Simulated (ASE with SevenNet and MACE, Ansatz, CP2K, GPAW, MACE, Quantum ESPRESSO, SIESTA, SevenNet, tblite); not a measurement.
# Machine-learned potentials on random rock-salt alloy of CaS and PbS (64 atoms): settings against a plane-wave reference

Aim: run random rock-salt alloy of CaS and PbS (64 atoms) in machine-learned potentials and see how near its forces come to a plane-wave reference, and at what cost.

Calculated with ASE with SevenNet and MACE; the method is named at each step.

### Step 1. The structure

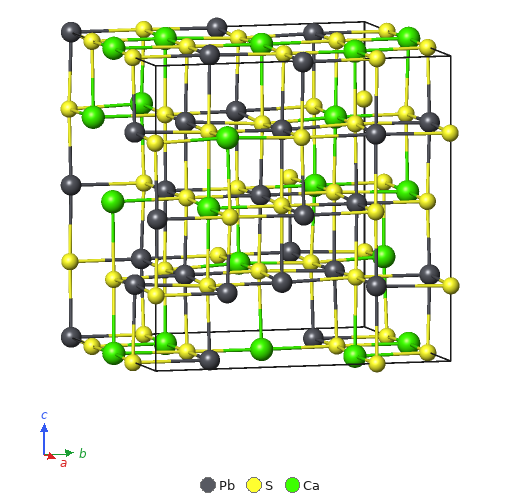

Start, viewed slightly off an axis; lead dark grey, sulfur yellow, calcium green. Bonds to atoms that aren't drawn are left out. Some periodic images of atoms are drawn too.

The cell holds 64 atoms: 20 Pb, 32 S and 12 Ca. Cell: a = 11.688 Å, b = 11.688 Å, c = 11.688 Å, α = 90.0°, β = 90.0°, γ = 90.0°. It derives from CaS (rock-salt), repeated 2×2×2. Rock-salt CaS, 2 x 2 x 2 conventional cells, 20 of 32 Ca sites given to Pb at random (x = 0.625), lattice by Vegard's rule (a = 5.844 Å); not relaxed, displaced by a Gaussian of 0.02 Å. Then every atom was moved at random, 0.05 Å r.m.s. a Cartesian component.

The yardstick, on the same geometry:

```
method                                           : Kohn-Sham DFT, PBE, SSSP efficiency 1.3.0 pseudopotentials, plane waves (Quantum ESPRESSO 7.5); sssp-pbe-1.3.0-efficiency, cutoffs 45/360 Ry, Γ point
r.m.s. force component                           : 0.3359 eV/Å
longest force                                    : 1.231 eV/Å
pressure                                         : 3.294 GPa
gap (highest filled to lowest empty level) : 1.077 eV
time                                             : 7.7 min on 4 MPI ranks of Arm Neoverse V2, shared host
CPU time                                         : 31 min
```

### Step 2. SevenNet 0 potential

Method: machine-learned interatomic potential SevenNet 0, trained on PBE(+U) plane-wave data.

Contents of run.py:

```python
import numpy as np
from ase.io import read
import mlip  # loads the published weights by name

atoms = read("structure.xyz")
atoms.calc = mlip.calc("7net-0")
energy = atoms.get_potential_energy()
forces = atoms.get_forces()
print(f"energy {energy:.6f} eV")
print("forces (eV/A)")
for i, (a, f) in enumerate(zip(atoms, forces)):
    print(f"{i:4d} {a.symbol:2s} {f[0]:10.5f} {f[1]:10.5f} {f[2]:10.5f}")
stress = -atoms.get_stress(voigt=False) * 160.21766
print("stress (GPa, compression positive)")
for row in stress:
    print(" ".join(f"{x:10.4f}" for x in row))
```

Contents of structure.xyz:

```xyz
64
Lattice="11.68760 0.00000 0.00000 0.00000 11.68760 0.00000 0.00000 0.00000 11.68760" Properties=species:S:1:pos:R:3 pbc="T T T"
Pb 0.05891 0.04336 11.67895
S 2.95556 0.02571 11.65137
Pb 11.65289 2.84172 2.89011
S 2.94387 2.90858 2.79345
Ca 2.86428 11.61362 3.01563
S 11.66481 0.01578 2.87912
Ca 2.90706 2.94294 11.66107
S 0.05294 2.92108 11.68550
Pb 0.01543 0.04850 5.81026
S 2.88485 11.61736 5.86460
Ca 11.65289 2.85142 8.83816
S 2.90671 2.93815 8.74069
Ca 2.98583 0.06358 8.74361
S 11.68690 11.66481 8.72900
Pb 2.94563 2.94037 5.82861
S 0.02466 2.93733 5.80102
Pb 0.02770 5.82849 11.64716
S 2.93172 5.83141 11.57739
Pb 11.67428 8.74910 2.96456
S 2.91161 8.71404 2.87877
Ca 2.90974 5.85525 2.95860
S 0.06884 5.86858 2.93359
Pb 2.93464 8.80345 11.66680
S 11.64459 8.77891 11.67346
Pb 11.62460 5.89113 5.76654
S 2.92178 5.78641 5.82159
Pb 11.59585 8.75004 8.77412
S 2.85785 8.84997 8.86353
Pb 2.96386 5.73405 8.79118
S 11.62238 5.80535 8.74957
Ca 3.01727 8.84366 5.85373
S 0.03740 8.70609 5.81844
Ca 5.92713 0.01905 0.03004
S 8.70831 11.64810 11.67731
Pb 5.83328 2.85493 2.92938
S 8.66998 2.93078 2.82653
Pb 8.71813 0.03892 2.97543
S 5.81259 0.04710 2.84874
Pb 8.68821 3.01049 11.67404
S 5.80804 2.95626 11.67206
Ca 5.88097 11.67895 5.83655
S 8.75273 11.61958 5.78980
Pb 5.81049 2.88532 8.78580
S 8.82554 2.93452 8.73671
Pb 8.75915 0.02045 8.81432
S 5.84240 11.62601 8.81327
Ca 8.71334 2.96409 5.79845
S 5.84590 2.92424 5.88436
Ca 5.82066 5.90715 11.66411
S 8.79784 5.91685 11.63699
Pb 5.92199 8.76617 2.91477
S 8.83127 8.76664 2.99074
Pb 8.70925 5.87232 2.86393
S 5.74960 5.82148 2.97625
Ca 8.83173 8.72701 11.64926
S 5.79483 8.89707 0.01216
[... 4 atom lines left out ...]
Pb 8.77108 5.84953 8.72269
S 5.93391 5.90165 8.63351
Pb 8.72994 8.82671 5.79506
S 5.79273 8.78615 5.90352
```

Command:

```
$ OMP_NUM_THREADS=1 python run.py > output.txt
```

Log:

```text
energy -299.904022 eV
forces (eV/A)
   0 Pb   -0.10364   -0.23494   -0.10747
   1 S     0.31347    0.49254    0.12409
   2 Pb    0.16009    0.28568    0.07723
   3 S    -0.34111   -0.06858   -0.01368
   4 Ca    0.13167    0.13649   -0.39188
   5 S     0.49719   -0.04847    0.09863
   6 Ca    0.08276   -0.12697    0.08197
   7 S     0.18380    0.05617   -0.51836
   8 Pb   -0.08245   -0.08890    0.14201
   9 S     0.72330   -0.22124   -0.10811
  10 Ca    0.06095    0.16442   -0.28174
  11 S    -0.43414   -0.62398    0.42366
  12 Ca   -0.19410   -0.34007    0.17932
  13 S     0.46842    0.55328    0.01365
  14 Pb   -0.14176    0.01450   -0.21705
  15 S    -0.59220   -0.24082    0.53091
  16 Pb    0.04922    0.17002   -0.00176
  17 S     0.59675   -0.44039    0.77647
  18 Pb    0.24413   -0.04088   -0.16316
  19 S     0.25472    0.20382    0.88866
  20 Ca    0.01738   -0.09562   -0.13132
  21 S     0.06139   -0.11844   -0.25897
  22 Pb   -0.20922    0.03413   -0.07640
  23 S    -0.37731   -0.04840    0.04521
[...]
56 Pb    0.07692   -0.09695   -0.27267
  57 S    -0.45338   -0.43091   -0.18735
  58 Ca   -0.46374   -0.01976    0.05307
  59 S    -0.45316    0.09556    0.14241
  60 Pb    0.14598   -0.03072   -0.09102
  61 S    -0.49545    0.23339    1.20411
  62 Pb    0.18809   -0.32600    0.29486
  63 S    -0.19080    0.59874    0.27988
stress (GPa, compression positive)
    2.5867     0.0109    -0.0057
    0.0109     2.3245    -0.0109
   -0.0057    -0.0109     2.6349
```

Run time: 6.7 s. Hardware: 1 thread of Arm Neoverse V2, shared host; peak memory 0.67 GiB.

Banners, paths, timers and routine set-up lines are dropped from the logs unmarked, and long logs keep their key lines alone; longer cuts are marked.

Against the reference:

| Item | Value |
| --- | --- |
| r.m.s. force component | 0.3385 eV/Å |
| r.m.s. difference of force components | 90.2 meV/Å |
| longest difference of force vectors | 343.8 meV/Å |
| force difference over r.m.s. force | 26.86 % |
| slope of forces against the reference's | 0.9718 |
| correlation of force components | 0.9643 |
| pressure | 2.515 GPa |
| pressure difference | -0.7789 GPa |

Length of the force difference by element (eV/Å):

| element | atoms | mean | most |
| --- | --- | --- | --- |
| Ca | 12 | 0.14 | 0.34 |
| Pb | 20 | 0.12 | 0.24 |
| S | 32 | 0.16 | 0.29 |

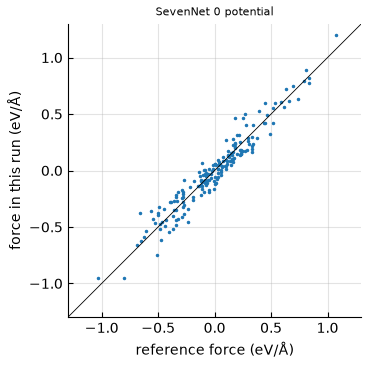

Force components against those of the reference; the line marks equality.

The surroundings of Ca33, picked at random, nearest first, numbered as they follow in the input and with coordinates relative to it.

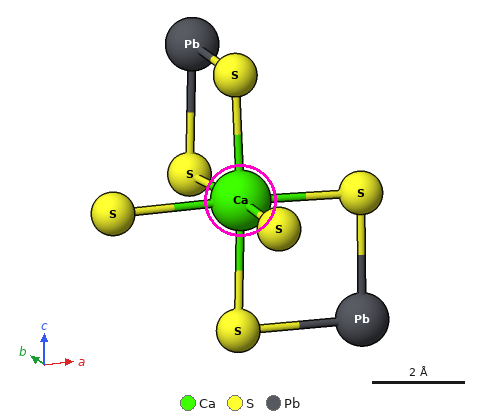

The atoms of the table, within 4.1 Å (arrows a, b, c point along x, y, z); some may hide others; the central atom is ringed.

| atom | x | y | z | distance (Å) | bonds | Fx | Fy | Fz (eV/Å) |
| --- | --- | --- | --- | --- | --- | --- | --- | --- |
| Ca33 | 0.00 | 0.00 | 0.00 | 0.00 | 6 | -0.32 | 0.04 | -0.14 |
| S34 | 2.78 | -0.06 | -0.04 | 2.78 | 6 | -0.11 | -0.17 | 0.00 |
| S56 | -0.13 | -2.81 | -0.02 | 2.81 | 6 | 0.79 | -0.53 | -0.39 |
| S38 | -0.11 | 0.03 | 2.82 | 2.82 | 6 | -0.48 | -0.40 | 0.42 |
| S46 | -0.08 | -0.08 | -2.90 | 2.91 | 6 | -0.42 | -0.09 | -0.28 |
| S40 | -0.12 | 2.94 | -0.05 | 2.94 | 6 | -0.27 | 0.16 | 0.05 |
| S2 | -2.97 | 0.01 | -0.07 | 2.97 | 6 | 0.31 | 0.49 | 0.12 |
| Pb45 | 2.83 | 0.00 | -2.90 | 4.06 | 6 | 0.10 | -0.01 | 0.01 |
| Pb35 | -0.09 | 2.84 | 2.90 | 4.06 | 6 | -0.24 | 0.31 | 0.00 |

Atoms are counted from 1 here, from 0 in the log.

Forces lie 27 % from the reference's, at 0.0036 times its CPU time (on 1 against 4 cores).

### Step 3. MACE MPA-0 medium potential

Method: machine-learned interatomic potential MACE MPA-0 medium, trained on PBE(+U) plane-wave data.

run.py: that of step 2 with these lines changed.

```diff
@@ -5,3 +5,3 @@
 atoms = read("structure.xyz")
-atoms.calc = mlip.calc("7net-0")
+atoms.calc = mlip.calc("mace-mpa-0-medium")
 energy = atoms.get_potential_energy()
```

structure.xyz is that of step 2.

Log:

```text
energy -299.861743 eV
forces (eV/A)
   0 Pb   -0.03319   -0.26580   -0.15556
   1 S     0.31348    0.49727    0.12245
   2 Pb    0.20306    0.35974    0.10884
   3 S    -0.34258   -0.08124    0.06040
   4 Ca    0.09863    0.16170   -0.44878
   5 S     0.45310   -0.06845    0.11218
   6 Ca    0.04518   -0.09602    0.09919
   7 S     0.15755    0.05273   -0.56133
   8 Pb   -0.03441   -0.08166    0.21866
   9 S     0.72279   -0.09021   -0.11952
  10 Ca    0.02672    0.20285   -0.30848
  11 S    -0.35466   -0.70400    0.41044
  12 Ca   -0.27829   -0.46565    0.21383
  13 S     0.46378    0.62024   -0.01314
  14 Pb   -0.21066    0.02384   -0.27268
  15 S    -0.59495   -0.27782    0.53531
  16 Pb    0.10181    0.21008   -0.00677
  17 S     0.57623   -0.47246    0.79527
  18 Pb    0.29969   -0.06028   -0.17997
  19 S     0.25126    0.20992    0.92919
  20 Ca   -0.01055   -0.09872   -0.13180
  21 S     0.08218   -0.12308   -0.25961
  22 Pb   -0.14041    0.05849   -0.14148
  23 S    -0.47573   -0.05812    0.05349
[...]
56 Pb    0.04559   -0.05995   -0.34691
  57 S    -0.50261   -0.42796   -0.19182
  58 Ca   -0.51189   -0.07072   -0.00523
  59 S    -0.53642    0.07549    0.11209
  60 Pb    0.18375   -0.00946   -0.10319
  61 S    -0.50930    0.22855    1.24641
  62 Pb    0.18916   -0.36271    0.38770
  63 S    -0.09812    0.54461    0.29113
stress (GPa, compression positive)
    2.7945     0.0032    -0.0122
    0.0032     2.6021    -0.0080
   -0.0122    -0.0080     2.9378
```

The job ended after 6.8 s (1 thread; peak memory 0.74 GiB).

Compared with the plane-wave run:

* r.m.s. force component: 0.3544 eV/Å
* r.m.s. difference of force components: 92.99 meV/Å
* longest difference of force vectors: 328 meV/Å
* force difference over r.m.s. force: 27.69 %
* slope of forces against the reference's: 1.018
* correlation of force components: 0.9651
* pressure: 2.778 GPa
* pressure difference: -0.5162 GPa

Against the first run (27 %), the force difference from the reference is 28 %, at 1.0 times the CPU time.

### Step 4. MACE MP-0b3 medium potential

Method: machine-learned interatomic potential MACE MP-0b3 medium, trained on PBE(+U) plane-wave data.

run.py: that of step 3 with these lines changed.

```diff
@@ -5,3 +5,3 @@
 atoms = read("structure.xyz")
-atoms.calc = mlip.calc("mace-mpa-0-medium")
+atoms.calc = mlip.calc("mace-mp-0b3-medium")
 energy = atoms.get_potential_energy()
```

structure.xyz is that of step 3.

Log:

```text
energy -299.493059 eV
forces (eV/A)
   0 Pb   -0.06658   -0.22751   -0.12851
   1 S     0.24549    0.40671    0.10886
   2 Pb    0.15316    0.32349    0.08569
   3 S    -0.33047   -0.07882    0.03136
   4 Ca    0.16959    0.17145   -0.39516
   5 S     0.44317   -0.08357    0.10326
   6 Ca    0.08276   -0.12417    0.08623
   7 S     0.16392    0.05520   -0.48309
   8 Pb   -0.04683   -0.05052    0.17370
   9 S     0.66091   -0.16394   -0.08756
  10 Ca    0.04197    0.18861   -0.30363
  11 S    -0.41455   -0.63247    0.40657
  12 Ca   -0.17263   -0.36306    0.17317
  13 S     0.41771    0.54153    0.01106
  14 Pb   -0.16095    0.03870   -0.22953
  15 S    -0.59603   -0.23856    0.48301
  16 Pb    0.05789    0.18058   -0.00750
  17 S     0.53536   -0.37094    0.79385
  18 Pb    0.26331   -0.04631   -0.18633
  19 S     0.20707    0.19464    0.83039
  20 Ca    0.01773   -0.10492   -0.15015
  21 S     0.00664   -0.09378   -0.22857
  22 Pb   -0.16429    0.04765   -0.09470
  23 S    -0.32097   -0.05220    0.08067
[...]
56 Pb    0.05613   -0.08854   -0.34697
  57 S    -0.43455   -0.42211   -0.17726
  58 Ca   -0.44633   -0.01913    0.03055
  59 S    -0.45222    0.06195    0.11983
  60 Pb    0.12927   -0.03875   -0.06486
  61 S    -0.42869    0.23921    1.21335
  62 Pb    0.15564   -0.34430    0.36567
  63 S    -0.15155    0.53301    0.24594
stress (GPa, compression positive)
    2.3017     0.0059    -0.0497
    0.0059     2.0617    -0.0005
   -0.0497    -0.0005     2.3945
```

It took 6.6 s on 1 thread; peak memory 0.76 GiB.

Against the reference:

```
r.m.s. force component                  : 0.331 eV/Å
r.m.s. difference of force components   : 82.84 meV/Å
longest difference of force vectors     : 296.1 meV/Å
force difference over r.m.s. force      : 24.66 %
slope of forces against the reference's : 0.9553
correlation of force components         : 0.9692
pressure                                : 2.253 GPa
pressure difference                     : -1.042 GPa
```

Against the first run (27 %), the force difference from the reference is 25 %, at 1.00 times the CPU time.

### Step 5. All runs compared

Differences are against the plane-wave reference, forces as r.m.s. over components; share is that over the reference's r.m.s. force, slope the least-squares factor from reference forces to these. Total energies of different programs have different zeros and aren't compared.

| run | Δ force, r.m.s. (meV/Å) | share (%) | slope | Δ pressure (GPa) | cores | CPU time | memory (GiB) |
| --- | --- | --- | --- | --- | --- | --- | --- |
| reference | - | - | - | - | 4 | 31 min | 3.6 |
| SevenNet 0 potential | 90.2 | 26.9 | 0.972 | -0.779 | 1 | 6.7 s | 0.67 |
| MACE MPA-0 medium potential | 93.0 | 27.7 | 1.018 | -0.516 | 1 | 6.8 s | 0.74 |
| MACE MP-0b3 medium potential | 82.8 | 24.7 | 0.955 | -1.04 | 1 | 6.6 s | 0.76 |

Times of the machine-learned potentials are mostly Python's start and the loading of weights.

CPU time is summed over cores on a shared host, where runs went side by side, so it is rough. Symmetry, cutoffs, thresholds, outputs and thread counts weren't matched or tuned between programs; memory under MPI is the largest rank's times the ranks.

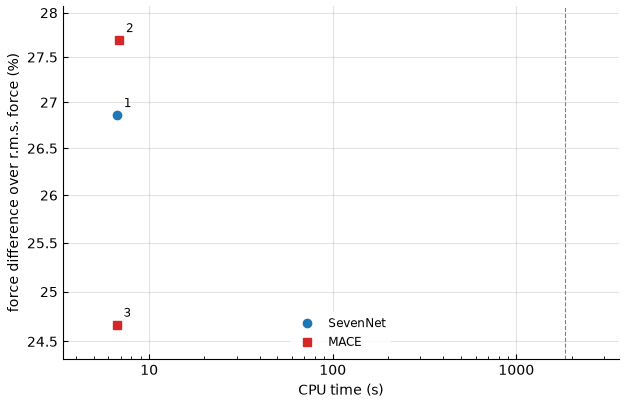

Force difference against CPU time; the dashed line marks the reference's time. Points: 1 SevenNet 0 potential; 2 MACE MPA-0 medium potential; 3 MACE MP-0b3 medium potential.

### Step 6. What came out

```yaml
nearest_in_forces: MACE MP-0b3 medium potential, 25 %
its_cpu_time: 6.6 s
```

What this shows: Machine-learned potentials differ by 25 % (MACE MP-0b3 medium potential) to 28 % (MACE MPA-0 medium potential); they were trained on other programs' data. The reference's pressure holds the uncorrected Pulay stress of its 45 Ry basis, so small pressure differences, and their order, may be the reference's own error. Machine-learned potentials mimic data converged in k, so the reference's own k-point error enters their differences. The host structure and its lattice constant were typed by rule, without a check against the phase diagram. The reference's pressure of 3.3 GPa belongs to a cell and atoms that aren't relaxed at this level. The electronic-structure runs sample only Γ, in a cell whose shortest periodic width is 12 Å. Spin–orbit coupling is left out, which matters for the levels of the heavy elements.

[Also dropped from logs without a mark: logging warnings of Python, and SIESTA's first energy breakdown and zero terms.]

[Logs are printed without paths, hosts, clocks, repeated set-up lines and the standing remarks that a program may print on its own settings, such as how far it seeks lower states.]

[Hosts, paths, dates, database ids (printed as entryN), source tags and the programs' standing remarks are cut or masked in the printed files.]
